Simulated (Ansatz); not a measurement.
# MP2/cc-pVDZ run of BSiNH2ClF (SMILES F[Si]1(Cl)BN1)

Aim: the vertical singlet–triplet gap of BSiNH2ClF at MP2/cc-pVDZ, from 2 runs. 

The results are computed with Ansatz 0.2.0.

139 further runs of the same task are left out: 139 set aside as unsound or not needed.

**1. The molecule**

BSiNH2ClF: 7 atoms, total charge 0, spin state singlet. As SMILES, `F[Si]1(Cl)BN1`. The shape is that of a PBE0-D4/def2-TZVP optimisation.

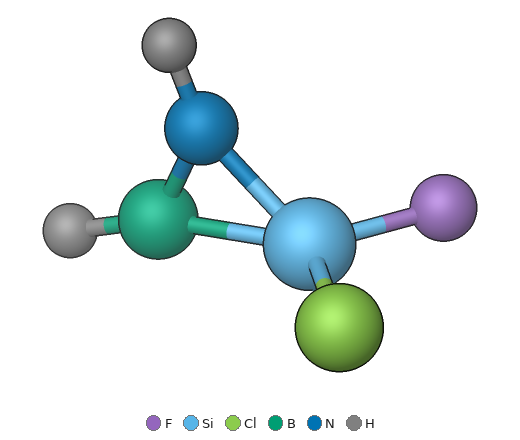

The structure, seen from a chosen angle (fluorine purple, silicon blue, chlorine green, boron teal, nitrogen blue, hydrogen grey).

**2. A single-point energy at MP2/cc-pVDZ**

The input, run.yaml:

```yaml
crystal:
  periodic: [false, false, false]
  atoms:
    - {symbol: F, position_ang: [-0.412200, -2.179200, -0.210300]}
    - {symbol: Si, position_ang: [-0.003600, -0.782500, 0.428000]}
    - {symbol: Cl, position_ang: [1.448800, -1.240300, 1.779600]}
    - {symbol: B, position_ang: [-0.771300, 0.907300, 0.039600]}
    - {symbol: N, position_ang: [0.347500, 0.475500, -0.686800]}
    - {symbol: H, position_ang: [-1.454900, 1.876800, 0.033100]}
    - {symbol: H, position_ang: [0.906900, 0.874400, -1.428900]}
basis:
  gaussian:
    orbitals: cc-pVDZ
magnetization:
  spin_polarized: false
  initial_magnetization: 0
correlation:
  method: mp2
  frozen_orbitals: {B: 1, Cl: 5, F: 1, H: 0, "N": 1, Si: 5}
accuracy: high
```

Command:

```console
ansatz run run.yaml --threads 1 --pin off --max-ram 2610MiB --events-out events.jsonl --progress --plain --runs-dir runs
```

The program printed:

```text
Warning: RAYON_NUM_THREADS=1 ignored (pool sized by the plan → 1); use --threads N
Functional definition: HF
  name "HF"
  exchange = exact_x
  correlation = 0
1963 factors; integrals over basis functions are off by at most 3.6e-9 eV
mean field evaluation 1: about -25256.8733 eV, gradient 3.6e1 eV
mean field evaluation 2: about -25256.9718 eV, gradient 3.6e1 eV
mean field evaluation 4: about -25259.8947 eV, gradient 3.0e0 eV
mean field evaluation 8: about -25259.9392 eV, gradient 2.3e-1 eV
mean field evaluation 16: about -25259.9396 eV, gradient 1.2e-8 eV
mean field -25259.93956285 eV, -928.2856571327 hartree, gradient 1.2e-8 eV, S^2 0.000000; 0 other end points of the search recorded, 0 dependent functions left out
13 core orbitals not correlated: weight in the atoms' cores, before any rotation towards them, 1.000 or more for the frozen orbitals, at most 0.000 for the correlated occupied ones
reference -25259.93956285 eV, -928.2856571327 hartree; 14, 14 occupied and 61, 61 virtual orbitals, 1963 factors
second order -17.74424751 eV of doubles, -0.00000000 eV of singles
Total energy: -25277.68381036 eV, -928.9377462011 hartree
```

Run time: 4.2 s. Hardware: 1 thread of Arm Neoverse V1, shared host; peak memory 0.25 GiB.

**3. The triplet at the same level**

run.yaml, as its differences from that of step 2:

```diff
@@ -13,5 +13,2 @@
     orbitals: cc-pVDZ
-magnetization:
-  spin_polarized: false
-  initial_magnetization: 0
 correlation:
@@ -19,2 +16,5 @@
   frozen_orbitals: {B: 1, Cl: 5, F: 1, H: 0, "N": 1, Si: 5}
+magnetization:
+  spin_polarized: true
+  initial_magnetization: 2
 accuracy: high
```

Command:

```console
ansatz run run.yaml --threads 1 --pin off --max-ram 2610MiB --events-out events.jsonl --progress --plain --runs-dir runs
```

The program printed, cut to the lines that bear on the results:

```text
Warning: RAYON_NUM_THREADS=1 ignored (pool sized by the plan → 1); use --threads N
[... 2 set-up lines as earlier in the session ...]
[...]
1963 factors; integrals over basis functions are off by at most 3.6e-9 eV
[...]
mean field -25255.45628315 eV, -928.1208996428 hartree, gradient 6.5e-8 eV, S^2 2.015059; 7 other end points of the search recorded, 0 dependent functions left out
13 core orbitals not correlated: weight in the atoms' cores, before any rotation towards them, 1.000 or more for the frozen orbitals, at most 0.000 for the correlated occupied ones
reference -25255.45628315 eV, -928.1208996428 hartree; 15, 13 occupied and 60, 62 virtual orbitals, 1963 factors
second order -17.34415115 eV of doubles, -0.00000000 eV of singles
Total energy: -25272.80043430 eV, -928.7582854412 hartree
```

It took 13 s on 1 thread of Arm Neoverse V1, shared host; peak memory 0.41 GiB.

**4. Results**

Level: MP2/cc-pVDZ, 13 core orbitals frozen.

| quantity | value |
| --- | --- |
| singlet: total energy | -928.93775 Eh |
| singlet: correlation energy (13 core orbitals frozen) | -652.1 mEh |
| triplet: total energy | -928.75829 Eh |
| triplet: correlation energy (13 core orbitals frozen) | -637.4 mEh |
| triplet: ⟨S²⟩ of the reference determinant | 2.015 |
| vertical energy of the triplet above the singlet | 4.883 eV |

**Reading.** At this shape the triplet lies 4.88 eV (113 kcal/mol) above the singlet.
